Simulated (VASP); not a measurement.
Band structure of BaHfO₃ (cubic perovskite). These are PBE GGA with D3 dispersion (Becke-Johnson damping), VASP's PBE PAW potentials (set 64) (plane waves; VASP) values and carry that method's errors.

Unless said otherwise, spin-orbit coupling is left out, though it shifts the bands of the heavy elements here.

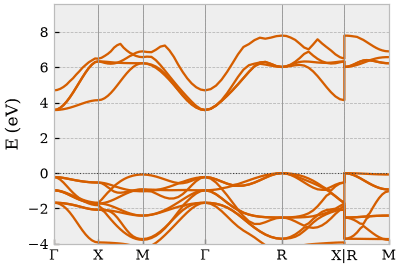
Figure: Bands along high-symmetry lines, zero at the valence-band maximum or, without a gap, the Fermi level

Q: Read the plot: is there a gap, and where are the band edges?

A: The gap is indirect, 3.57 eV, from the valence maximum at R to the conduction minimum at Γ. (Edges off the drawn lines would not show.)

The compound is BaHfO3 in the cubic perovskite structure. It was relaxed first.
